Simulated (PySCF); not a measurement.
CH3AlF2, SMILES `C[Al](F)F`.

Computed with PySCF, ωB97X/def2-TZVP, geometry: GFN2-xTB. No frequency check shows the geometry to be a minimum.

Geometry (Å), atoms numbered from 1:

```
C1       1.9069    0.0055    0.0004
Al2     -0.0657    0.0002    0.0003
F3      -0.9672   -1.3814   -0.0004
F4      -0.9752    1.3768    0.0000
H5       2.2883    1.0257   -0.0042
H6       2.3026   -0.5105    0.8752
H7       2.3030   -0.5102   -0.8742
```

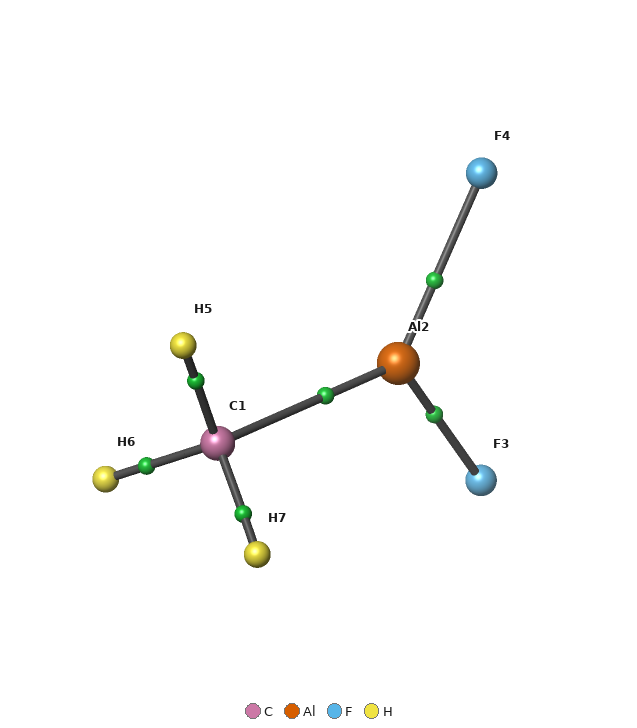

Molecular graph of the electron density (QTAIM): bond paths, bond critical points (green), ring points (magenta, if any); weak paths are dashed.

How many critical points of each kind are there, and does the count close?

Answer. 7 nuclei, 6 bond, 0 ring and 0 cage critical points: 7 − 6 + 0 − 0 = 1, as the Poincaré–Hopf relation requires.

What does the calculation give at each kind of bond critical point?

Answer.
```tsv
bond	length (Å)	ρ (a.u.)	∇²ρ (a.u.)	ε	H (a.u.)
C1–H5	1.089	0.273	−0.91	0.03	−0.274
C1–H7 (2 alike)	1.090	0.272	−0.90	0.03	−0.272
Al2–F3	1.650	0.113	+0.93	0.02	−0.010
Al2–F4	1.650	0.113	+0.93	0.02	−0.010
C1–Al2	1.973	0.087	+0.21	0.08	−0.030
```

What kind of interaction is Al2–F4?

Answer. Polar or intermediate (positive Laplacian, negative energy density H): ρ = 0.113, ∇²ρ = +0.93, H = −0.010 a.u.
